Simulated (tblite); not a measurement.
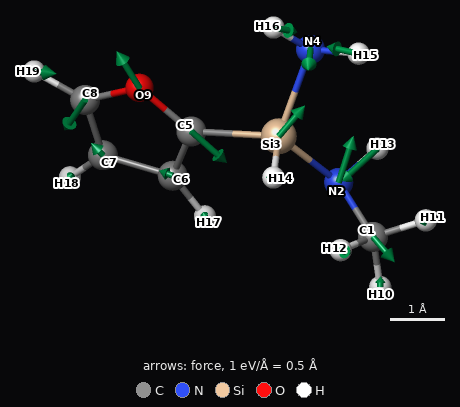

Starting geometry of C$_{5}$H$_{10}$N$_{2}$OSi with the computed forces as green arrows. The picture is a ball-and-stick view, seen at a tilt.

Method: GFN2-xTB geometry optimisation, gas phase in tblite 0.8.0. 

### What follows when this structure is relaxed?

It isn't relaxed: the largest force vector, on H13, is 2.13 eV/Å. The final displacements have little in common with the starting forces (cosine between the two patterns 0.21). The energy falls by 83.2 kJ/mol in 135 geometry steps. The largest move after the best rigid fit is that of H13, 1.19 Å. By element the largest moves are H 1.19 Å, N 0.53 Å, C 0.51 Å, Si 0.37 Å, O 0.13 Å. Among the contacts that change: N2–H13 1.075 → 1.008 Å, Si3–N4 1.795 → 1.730 Å, N2–Si3 1.767 → 1.717 Å, C5–O9 1.307 → 1.354 Å. Among the angles between lasting bonds that change: C1–N2–Si3 107.7° → 122.9°, Si3–C5–C6 122.6° → 133.6°, Si3–N4–H16 107.5° → 118.5°. Groups turn about C1–N2 by about 25°. The run took 1.8 s on 1 thread of Arm Neoverse N1, with other jobs on the host.
